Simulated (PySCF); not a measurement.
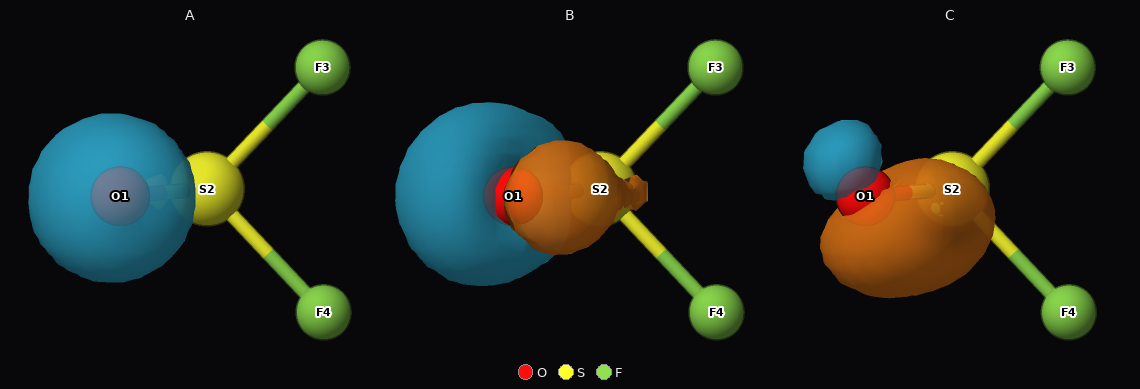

*F$_{2}$OS, SMILES `O=S(F)F`. Localised orbitals, occupied; each surface holds about 80 % of the orbital's density. Energies are diagonal elements of the Fock matrix.*

Level of theory: M06-2X/def2-SVP (PySCF), at a geometry from GFN2-xTB. No frequency check shows the geometry to be a minimum. GFN2-xTB bond lengths at metals and heavier atoms can be off by up to 0.1 Å and shapes distorted, which carries into these values.

Coordinates in Å:

```
O1      -1.3734   -0.0134    0.3741
S2      -0.2009   -0.0025   -0.4086
F3       0.7764    1.2084    0.1967
F4       0.8016   -1.1921    0.1972
```

**What does each orbital represent in a Lewis picture?**

By panel:
- A: lone pair on O1 (sp0.8-type) (O1 99 %; −18.8 eV)
- B: pair mostly on O1, shared in part with S2 (O1 84 %, S2 15 %; −17.6 eV)
- C: bent (banana) bond O1–S2 (O1 73 %, S2 26 %; −21.0 eV)

**Which localisation scheme gives orbitals like these: Pipek–Mezey, IBO or Foster–Boys?**

Foster–Boys: it mixes σ and π into equivalent bent bonds, while the other two keep them apart.

**Which has the smallest and which the largest spatial spread?**

Smallest: A (0.71 Å); largest: B (0.80 Å).

**How do all the valence pairs divide up?**

13 pairs: 8 lone pairs, 2 σ bonds, 2 bent bonds and 1 strongly polarised pair.
